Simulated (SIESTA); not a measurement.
Band structure of Li2S (Fm-3m, 3 atoms in the cell).

```
CELL_PARAMETERS angstrom
      0.00000     2.83517     2.83517
      2.83517     0.00000     2.83517
      2.83517     2.83517     0.00000
ATOMIC_POSITIONS crystal
  Li 0.75000 0.75000 0.75000
  Li 0.25000 0.25000 0.25000
  S  0.00000 0.00000 0.00000
```

Computed with GGA PBE, numerical atomic orbitals DZP, PseudoDojo PBE standard norm-conserving potentials (rewritten from UPF to PSML) (SIESTA 5.4.2).

Settings: XC.functional = GGA; XC.authors = PBE; potentials = PseudoDojo PBE standard; PAO.BasisSize = DZP; PAO.EnergyShift = 0.01 Ry; MeshCutoff = 300 Ry; kgrid.MonkhorstPack = 7 7 7; OccupationFunction = FD; ElectronicTemperature = 20 meV; PAO.Polarization.NonPerturbative = true; MaxSCFIterations = 150; SCF.Mixer.Method = Pulay; SCF.Mixer.Weight = 0.1; SCF.Mixer.History = 8.

The starting cell comes from a database of computed structures (which also holds hypothetical and non-ambient phases and stackings), without a prior relaxation at this level. Values carry the incompleteness of an atom-centred basis.

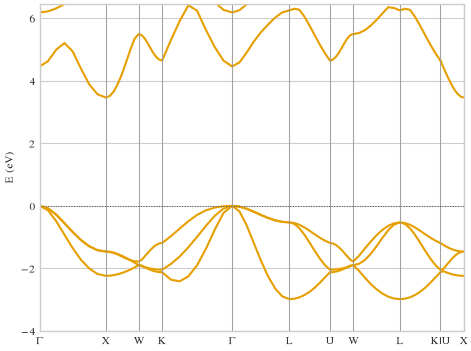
*Bands along the path, energies from the top of the valence band on the path.*

Question: Read off roughly the gap and where its edges lie.

Answer: The gap along the path is about 3.5 eV (computed: 3.47 eV), from Γ to X; the smallest direct gap on it is 4.46 eV.

Levels in eV from the top of the valence band on the path, bands 3 to 7:
```tsv
point	3	4	5	6	7
Γ	-11.08	0.00	0.00	0.00	4.46
X	-10.44	-2.24	-1.46	-1.46	3.47
W	-10.47	-1.90	-1.90	-1.78	5.50
K	-10.48	-2.12	-2.04	-1.19	4.65
L	-10.62	-2.99	-0.53	-0.53	6.25
U	-10.48	-2.12	-2.04	-1.19	4.65
```

Higher empty bands are left out: an atom-centred basis made for the valence describes them poorly.
